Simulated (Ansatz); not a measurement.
Input

```
crystal:
  periodic: [false, false, false]
  atoms:
    - {symbol: "N", position_ang: [1.072213, -1.153323, 2.216302]}
    - {symbol: O, position_ang: [1.349173, -0.437775, -0.784046]}
    - {symbol: S, position_ang: [1.827627, -3.572667, 0.113007]}
    - {symbol: S, position_ang: [4.100880, -1.037645, 0.927494]}
    - {symbol: W, position_ang: [2.043960, -1.504590, 0.597099]}
    - {symbol: H, position_ang: [0.285670, -1.712401, 2.537087]}
    - {symbol: H, position_ang: [1.377924, -0.494973, 2.928504]}
    - {symbol: H, position_ang: [1.619367, -0.385309, -1.707233]}
basis:
  gaussian:
    orbitals: def2-TZVPD
output: {forces: true, orbitals: {seedname: orbitals}}
hamiltonian:
  xc: pbe0
```

Run with:

```sh
ansatz run input.yaml --threads 2 --pin off --max-ram 5220MiB --events-out events.jsonl --progress --plain --runs-dir runs
```

Geometry: PBE0-D4/def2-SVP; core potentials replace the inner electrons of W.

Theory: isolated molecule in a Gaussian basis; Kohn-Sham density functional theory, functional PBE0 in Ansatz 0.2.0.

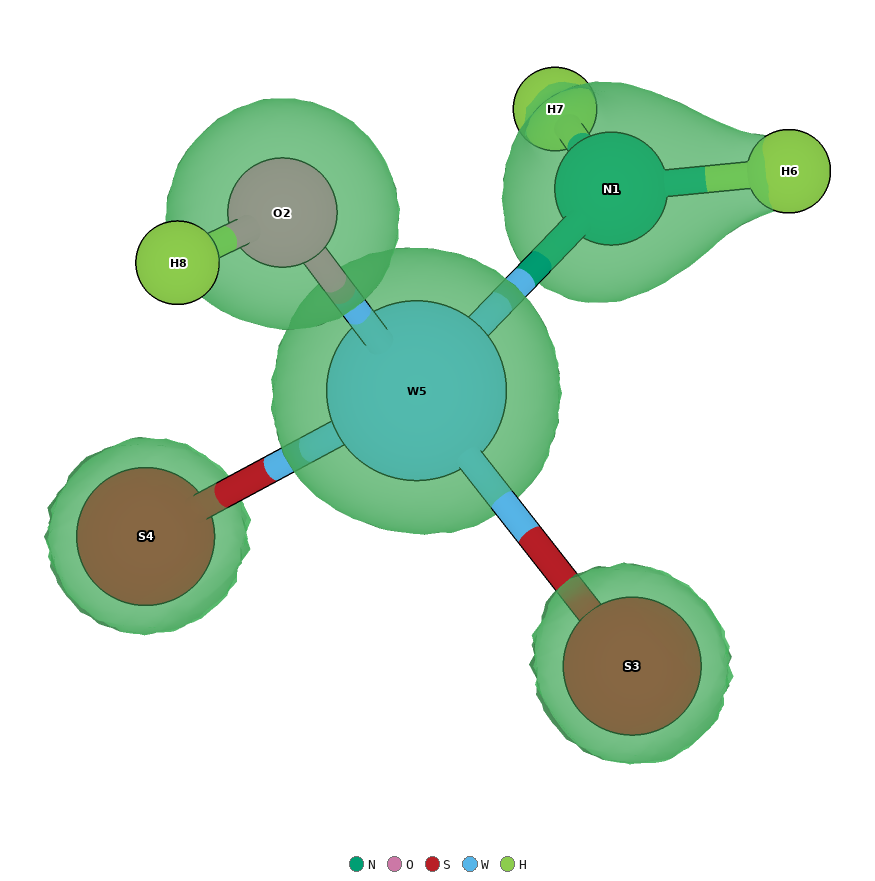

H3NOS2W. Isosurface of the electron density at 1.5 e/Å³ (green), seen at an oblique angle.

Which contacts does the surface bridge?

Answer. At this value the surface falls into five separate pieces. It bridges the sampled O–H (0.96 Å) contacts, where the density stays above the isovalue. It is pinched off along the sampled W–O (1.88 Å), W–N (1.92 Å) and W–S (2.13 Å) contacts. On the grid the lowest density along these lines, outside the cores, is 1.1 e/Å³ (W–O, 1.88 Å), 1.1 e/Å³ (W–N, 1.92 Å), 1 e/Å³ (W–S, 2.13 Å) and 2.3 e/Å³ (O–H, 0.96 Å).
